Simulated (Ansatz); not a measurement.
Input file:

```
crystal:
  periodic: [false, false, false]
  atoms:
    - { symbol: O, position_ang: [-0.3391, 1.953, -0.1717] }
    - { symbol: P, position_ang: [0.7455, 0.8373, -0.269] }
    - { symbol: Si, position_ang: [0.4113, -0.2303, 1.653] }
    - { symbol: Si, position_ang: [-0.2154, -0.728, -1.4628] }
    - { symbol: H, position_ang: [-0.2493, 2.6859, -0.8849] }
    - { symbol: H, position_ang: [0.9249, 0.6473, 2.7741] }
    - { symbol: H, position_ang: [1.2712, -1.4801, 1.6544] }
    - { symbol: H, position_ang: [-0.9509, -0.5404, 1.869] }
    - { symbol: H, position_ang: [-1.6354, -1.0049, -0.8698] }
    - { symbol: H, position_ang: [-0.4249, -0.2266, -2.8237] }
    - { symbol: H, position_ang: [0.5277, -1.9703, -1.448] }
magnetization:
  spin_polarized: true
basis:
  gaussian: { orbitals: cc-pVDZ }
hamiltonian:
  xc: lda
relax:
  f_tol: 0.02
  max_steps: 50
output:
  orbitals: {}
```

Run with:

```sh
ansatz run input.yaml --threads 2 --pin off --max-ram 3072MiB --backend cpu --events-out ev --progress --plain --runs-dir out
```

The fields are those of the run's last geometry, not of the input's.

These are results of Ansatz, UKS LDA/cc-pVDZ, not measurements.

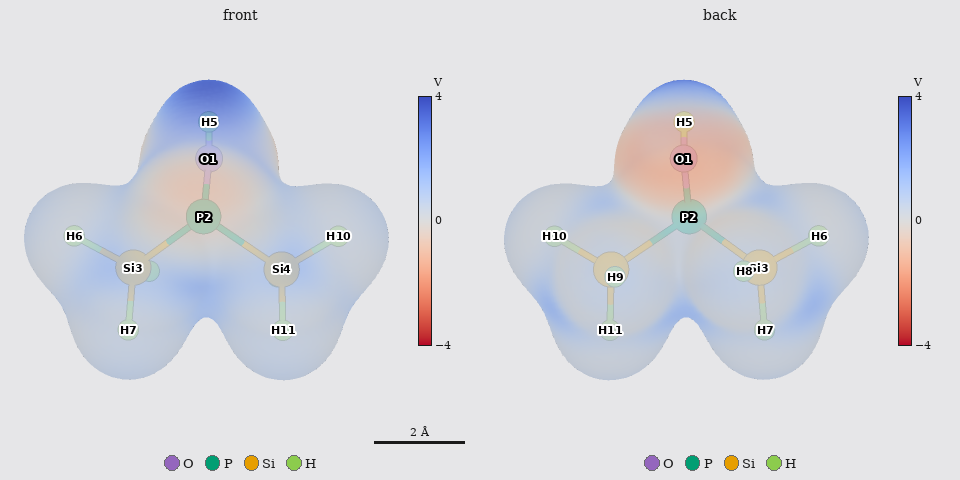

H7OPSi2. The molecular electrostatic potential painted on the density surface at 0.004 e/bohr³, seen from the front and from behind; the colour scale runs from red (negative) to blue (positive).

Where is the surface potential most negative and most positive?

Answer. The most negative region (about −1.3 V, or −30 kcal/mol for a unit charge) lies over O1, the most positive (about +3.4 V, or +78 kcal/mol for a unit charge) over H5. O1 is the likeliest acceptor of a hydrogen bond.
